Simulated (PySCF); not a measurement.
# SbBr (charge +1, doublet): what the fields show

```yaml
atoms:
  - { symbol: Sb, position_ang: [0.0000, 0.0000, -0.9506] }
  - { symbol: Br, position_ang: [0.0000, 0.0000, 1.4564] }
```

Core potentials replace the inner electrons of Sb.

Theory: PBE0/cc-pVDZ(-PP), non-relativistic Hamiltonian with scalar-relativistic core potentials where named, at a bond length of 2.407 Å in PySCF 2.14.0.

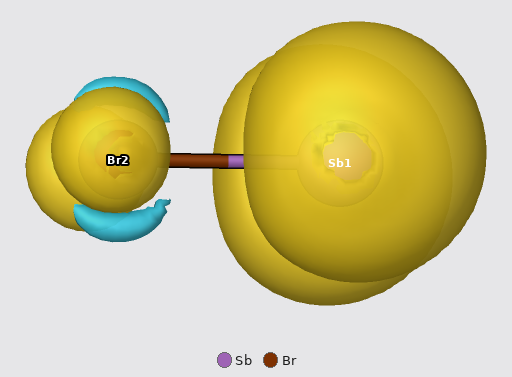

Figure 1. Isosurfaces of the spin density at +0.015 (yellow) and −0.015 e/Å³ (cyan), seen from one side.

**Where is the unpaired spin?**

The unpaired spin (1 electron) lies mostly on Sb1 (about 0.9) and Br2 (about 0.1), in electrons by Hirshfeld's partition.

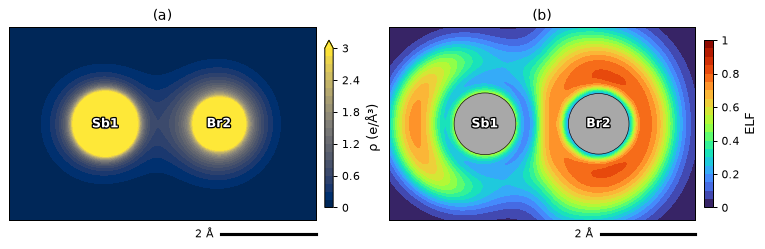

Figure 2. (a) electron density; (b) ELF on a plane that holds the molecular axis. Grey discs cover the atomic cores in the ELF map.

**What do the fields say about this system?**

Atoms in the plane: Sb and Br. Sb–Br (2.41 Å): ρ at the midpoint is about 0.62 e/Å³; the ELF peaks at about 0.70 in the valence shell of Br, 1.0 Å from its nucleus, and drops to about 0.20 between the two atoms. The ELF also peaks beside Br2, away from the bonds: non-bonding electrons, paired or unpaired.

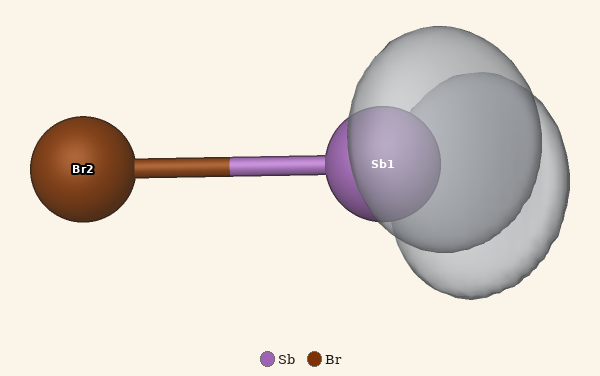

Figure 3. Isosurface of the electron localisation function at 0.9 (grey), seen from one side. Only the valence region is drawn (cores and ρ < 0.01 e/Å³ removed).

**Where are the electrons localised?**

The ELF exceeds this value in two lobes on Sb, pointing away from the bonds (non-bonding electrons).
